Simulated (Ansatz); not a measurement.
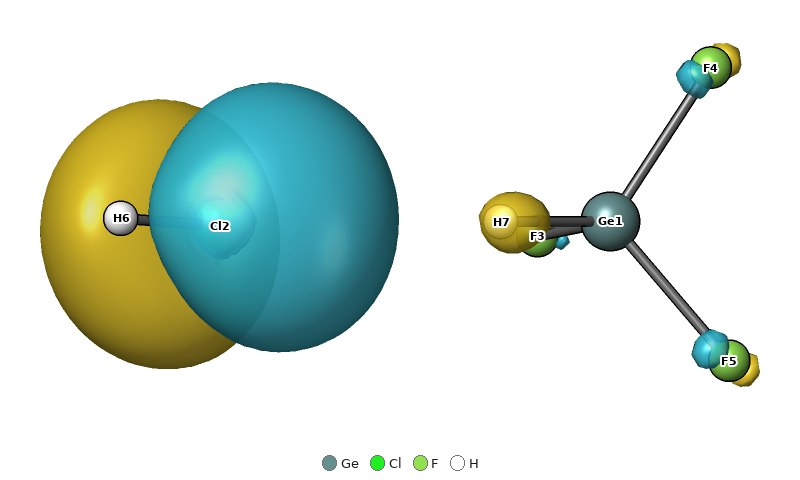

The picture shows: F$_{3}$GeH···HCl. The HOMO−1 at ±0.1 Å⁻³ᐟ² (yellow and cyan are the two phases), seen from one side.

All numbers below come from RKS B3LYP-D4/def2-SVP (Ansatz 0.2.0).

| atom | x (Å) | y (Å) | z (Å) |
| --- | --- | --- | --- |
| Ge | -0.6287 | 0.8152 | 0.4731 |
| Cl | 1.3073 | -1.7709 | -1.3386 |
| F | -0.7884 | 0.5693 | -1.2225 |
| F | -2.1895 | 0.5289 | 1.1412 |
| F | -0.3134 | 2.4958 | 0.6756 |
| H | 2.1740 | -2.5893 | -0.8434 |
| H | 0.4388 | -0.0490 | 1.1147 |

> Describe this orbital and give its energy.

Its weight (Hirshfeld) is mainly on Cl2 (about 95 %); largely a lone pair of Cl2. Its energy is −9.07 eV.
